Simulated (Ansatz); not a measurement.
System: Ta4Al.

```cif
data_structure
_symmetry_space_group_name_H-M 'P 1'
_symmetry_Int_Tables_number 1
_cell_length_a 3.3277
_cell_length_b 3.3277
_cell_length_c 15.0309
_cell_angle_alpha 90.000
_cell_angle_beta 90.000
_cell_angle_gamma 90.000
_cell_volume 166.44
loop_
_atom_site_label
_atom_site_type_symbol
_atom_site_fract_x
_atom_site_fract_y
_atom_site_fract_z
_atom_site_occupancy
Ta1 Ta 0.00000 0.00000 0.19687 1
Ta2 Ta 0.50000 0.50000 0.69687 1
Ta3 Ta 0.50000 0.50000 0.30313 1
Ta4 Ta 0.00000 0.00000 0.80313 1
Ta5 Ta 0.50000 0.50000 0.09435 1
Ta6 Ta 0.00000 0.00000 0.59435 1
Ta7 Ta 0.00000 0.00000 0.40565 1
Ta8 Ta 0.50000 0.50000 0.90565 1
Al1 Al 0.00000 0.00000 0.00000 1
Al2 Al 0.50000 0.50000 0.50000 1
```

Space group I4/mmm; a generated structure, not necessarily the stable one; changed on purpose from its base cell (volume × 0.94, shape and atoms relaxed); computed pressure about 12 GPa in this cell; computed without spin polarisation.

All numbers below come from DFT PBE, scalar-relativistic, plane waves, PAW (Ansatz).

What can the converged valence pseudo-density and electron localisation function tell about the bonding?

Answer. Ta–Ta (2.84 Å): the density is about 0.33 e/Å³ at the midpoint; the ELF is about 0.30 at the midpoint: no localised pair shows between them.
Ta–Al (2.96 Å): ρ at the midpoint is about 0.24 e/Å³; the ELF is about 0.35 at the midpoint.
Ta–Ta (3.14 Å): ρ at the midpoint is about 0.25 e/Å³; the ELF is about 0.35 at the midpoint.

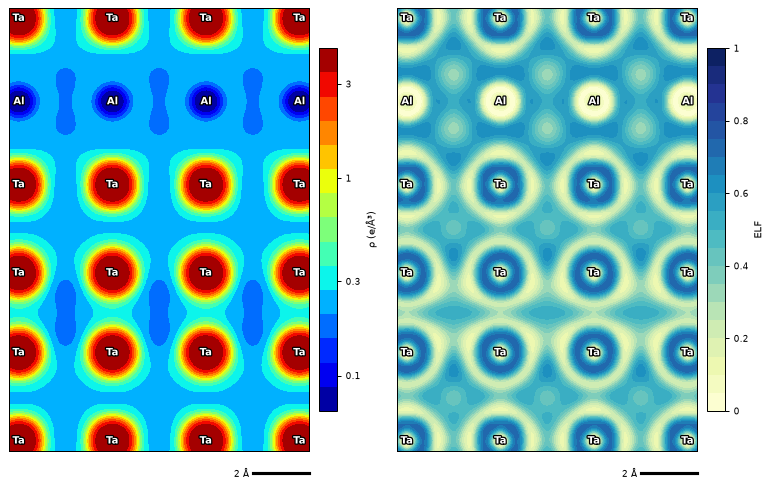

Computed valence pseudo-density and electron localisation function on the (100) plane of the conventional cell, in this order. 

In a PAW calculation such maps are meaningful between the atoms, not at the nuclei.
